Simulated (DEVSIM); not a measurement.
Device: abrupt GaP n-p junction, at 300 K.

| layer (left to right) | material | thickness (μm) | Nd (cm⁻³) | Na (cm⁻³) | τn (s) | τp (s) |
|---|---|---|---|---|---|---|
| 1 | GaP | 0.600 | 2.5e16 | - | 2.1e-7 | 2.1e-7 |
| 2 | GaP | 0.890 | - | 3.6e17 | 2.1e-7 | 2.1e-7 |

Left contact: ohmic. Right contact: ohmic. Voltage is applied to the left contact. Recombination: SRH at mid-gap, radiative, Auger. Mobility is constant in doping.

Constants are typed, rounded textbook-type inputs, not results; the design itself was drawn at random and stands for no fabricated device. Values at 300 K.

```
parameter         GaP
-------------  ------
gap (eV)         2.26
affinity (eV)     3.8
permittivity     11.1
Nc (cm⁻³)      1.8e19
Nv (cm⁻³)      1.9e19
μn (cm²/Vs)       250
μp (cm²/Vs)       150
B (cm³/s)       1e-13
Cn (cm⁶/s)      1e-30
Cp (cm⁶/s)      1e-30
```

Simulated with DEVSIM: 1D drift-diffusion, Boltzmann statistics, complete ionisation; no tunnelling, impact ionisation, image-force lowering or self-heating.

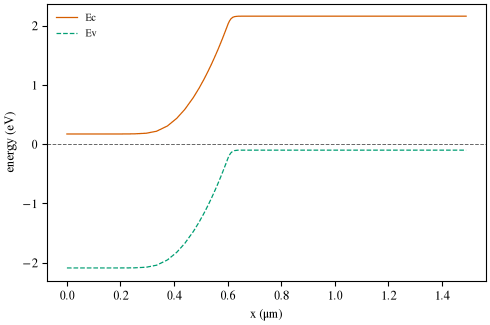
Figure: Band edges at zero bias

Energies count from the Fermi level of the right contact; mesh points crowd at the junctions.

| x (μm) | Ec (eV) | Ev (eV) | n (cm⁻³) | p (cm⁻³) | field (V/cm) |
|---|---|---|---|---|---|
| 0.000 | 0.170 | -2.090 | 2.5e16 | < 1e2 | ≈ 0 |
| 0.01644 | 0.170 | -2.090 | 2.5e16 | < 1e2 | ≈ 0 |
| 0.04065 | 0.170 | -2.090 | 2.5e16 | < 1e2 | ≈ 0 |
| 0.08261 | 0.170 | -2.090 | 2.5e16 | < 1e2 | ≈ 0 |
| 0.1720 | 0.170 | -2.090 | 2.5e16 | < 1e2 | 41 |
| 0.2964 | 0.183 | -2.077 | 1.5e16 | < 1e2 | 4700 |
| 0.4102 | 0.435 | -1.825 | 8.8e11 | < 1e2 | 44000 |
| 0.5120 | 1.096 | -1.164 | < 1e2 | < 1e2 | 86000 |
| 0.5560 | 1.513 | -0.747 | < 1e2 | 5300000 | 100000 |
| 0.5814 | 1.789 | -0.471 | < 1e2 | 2.3e11 | 110000 |
| 0.5987 | 1.992 | -0.268 | < 1e2 | 6.0e14 | 120000 |
| 0.6182 | 2.136 | -0.124 | < 1e2 | 1.6e17 | 28000 |
| 0.6466 | 2.157 | -0.103 | < 1e2 | 3.6e17 | 520 |
| 0.6890 | 2.158 | -0.103 | < 1e2 | 3.6e17 | ≈ 0 |
| 0.7951 | 2.158 | -0.103 | < 1e2 | 3.6e17 | ≈ 0 |
| 0.9386 | 2.158 | -0.103 | < 1e2 | 3.6e17 | ≈ 0 |
| 1.127 | 2.158 | -0.103 | < 1e2 | 3.6e17 | ≈ 0 |
| 1.280 | 2.158 | -0.103 | < 1e2 | 3.6e17 | ≈ 0 |
| 1.389 | 2.158 | -0.103 | < 1e2 | 3.6e17 | ≈ 0 |
| 1.439 | 2.158 | -0.103 | < 1e2 | 3.6e17 | ≈ 0 |
| 1.467 | 2.158 | -0.103 | < 1e2 | 3.6e17 | ≈ 0 |
| 1.490 | 2.158 | -0.103 | < 1e2 | 3.6e17 | ≈ 0 |
